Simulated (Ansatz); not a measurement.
BNH$_{5}$OCl: several calculations on one system

Part 1: Relaxation

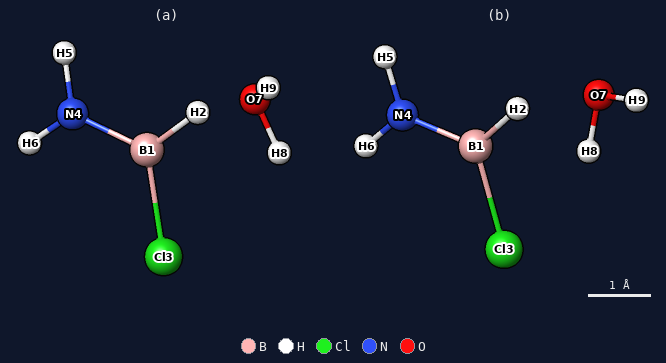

The structure of BNH$_{5}$OCl before (left) and after (right) a relaxation, at one scale.

Style: ball-and-stick. Shown at a tilt.

The run prepares an end point of a later path (reaction) calculation, from a guessed geometry.

These are results of Ansatz 0.2.0, RKS PBE0-D4/6-31G*, not measurements. Set-up: no spin polarisation; force threshold 0.03 eV/Å; at most 50 steps.

Q: Summarise the run.

A: The energy falls by 2.21 kcal/mol in 13 accepted moves (17 points after the start). The largest force component goes from 0.93 to 0.027 eV/Å. The line search rejected the trial steps at points 2, 7, 10, 12 of the run. H9 moves most after the best rigid fit: 0.64 Å. Largest moves by element: H 0.64 Å, O 0.19 Å, Cl 0.17 Å, B 0.15 Å, N 0.06 Å. Near-neighbour distances that change, for instance: O7–H9 0.985 → 0.966 Å, B1–Cl3 1.783 → 1.791 Å. Cost: 58 s on 1 thread of Arm Neoverse V2, on a shared host, peak memory 0.17 GiB.

Part 2: Relaxation

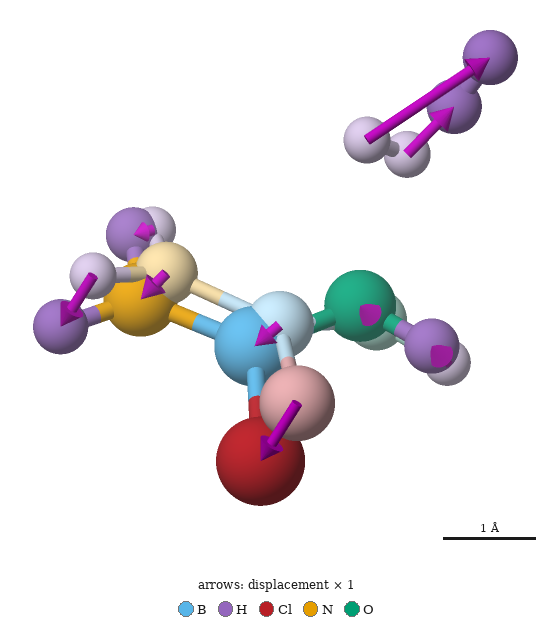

A relaxation of BNH$_{5}$OCl. The starting structure is drawn faded, the final one solid; purple arrows show the displacements, at their true length. The two geometries are superimposed by the best rigid fit.

Style: ball-and-stick. Shown face on.

The run prepares an end point of a later path (reaction) calculation, from a guessed geometry.

All numbers below come from Ansatz 0.2.0, RKS PBE0-D4/6-31G*. (no spin polarisation; force threshold 0.03 eV/Å; at most 50 steps)

Question: Which element moves most?

Answer: Hydrogen: up to 1.62 Å, against 0.80 Å for chlorine.

Question: What did the optimiser do to the structure, and how much energy did it gain?

Answer: An H atom moves most after the best rigid fit: 1.62 Å. Largest moves by element: H 1.62 Å, Cl 0.80 Å, N 0.40 Å, O 0.39 Å, B 0.36 Å. Some distances before and after: H–H 0.710 → 0.745 Å, B–O 1.385 → 1.364 Å. After 21 accepted moves (24 points after the start) the energy has fallen by 5.04 kcal/mol. The largest force component goes from 1.5 to 0.029 eV/Å. The line search rejected the trial steps at points 5, 8, 20 of the run. The forces were under the threshold at step 18, but the run went on from there. Cost: 68 s on 1 thread of Arm Neoverse V2 (shared host), peak memory 0.17 GiB.

Limits of the set-up: the start holds two separate molecules, 2.2 Å apart at their closest, whose relative position is a soft coordinate.

Part 3: Path

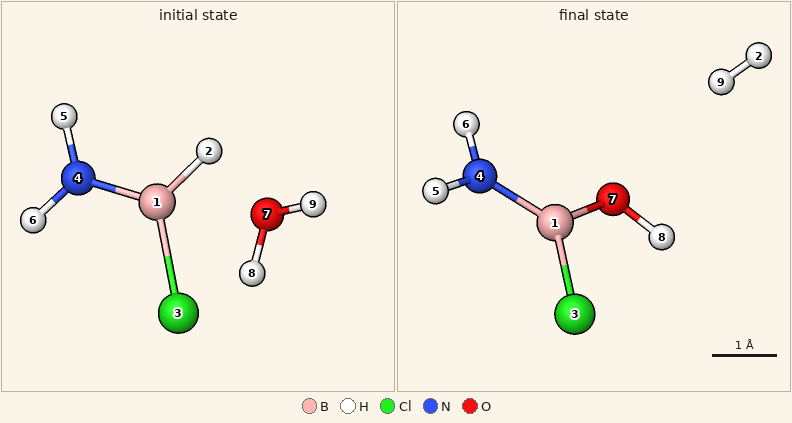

The two relaxed end points of a path for BNH$_{5}$OCl, made up at the start of BNH3Cl and H₂O. Style: ball-and-stick. Shown at a tilt.

These are results of RKS PBE0-D4/6-31G* (Ansatz 0.2.0), not measurements.

Set-up: 5 movable images; climbing image; force threshold 0.03 eV/Å; iteration limit 60.

Start:
```xyz
9

B    -0.1734   -0.3576   -0.1088
H    -0.2546   -0.9010    0.9486
Cl    1.4496    0.1082   -0.7065
N    -1.2699   -0.1768   -0.9337
H    -2.2037   -0.4012   -0.6264
H    -1.2238    0.2781   -1.8334
O    -0.0688    1.9841    1.5351
H     0.5962    2.1707    0.8587
H     0.4069    1.4263    2.1646
```

End:
```xyz
9

B    -0.0772    0.5971   -0.6569
H     0.0049    0.0422    3.4262
Cl    1.4669    0.1292   -1.4451
N    -1.2760    0.0881   -1.1576
H    -1.3234   -0.5374   -1.9445
H    -2.1631    0.3270   -0.7422
O    -0.0701    1.4393    0.4157
H     0.8222    1.7167    0.6518
H    -0.1257    0.3284    2.7506
```

Question: Predict the minimum-energy path and its barrier.

Answer: The energy climbs by 134.1 kJ/mol to image 2 and then falls by 231.2 kJ/mol, so the end point sits at −97.1 kJ/mol. Breaking: B1–H2 (1.19 → 1.39 at the top → 4.12 Å), O7–H9 (0.97 → 1.22 at the top → 2.59 Å). Forming: B1–O7 (2.86 → 1.57 at the top → 1.36 Å), H2–H9 (2.71 → 1.07 at the top → 0.75 Å). The band is converged. At the top, the vibrational analysis gives one imaginary mode (1469i cm⁻¹), as a transition state must have.

Energies of the converged images:

```json
{"image": "0", "path (Å)": "0.00", "E (kJ/mol)": "0.0"}
{"image": "1", "path (Å)": "1.70", "E (kJ/mol)": "31.2"}
{"image": "2", "path (Å)": "3.41", "E (kJ/mol)": "134.1"}
{"image": "3", "path (Å)": "4.31", "E (kJ/mol)": "-64.7"}
{"image": "4", "path (Å)": "5.22", "E (kJ/mol)": "-94.6"}
{"image": "5", "path (Å)": "6.13", "E (kJ/mol)": "-96.6"}
{"image": "6", "path (Å)": "7.04", "E (kJ/mol)": "-97.1"}
```

The geometry at the top of the path:

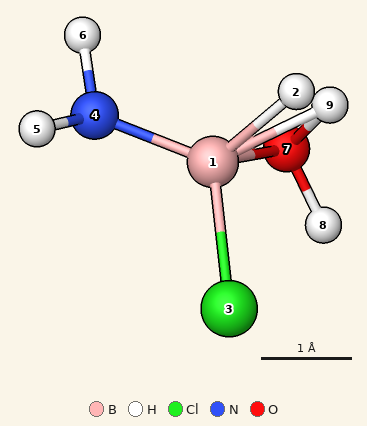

Limits of the set-up: the start holds two separate molecules, 2.7 Å apart at their closest, whose relative position is a soft coordinate.

Cost: 9.6 min on 1 thread of Arm Neoverse V2, on a shared host, peak memory 0.17 GiB.
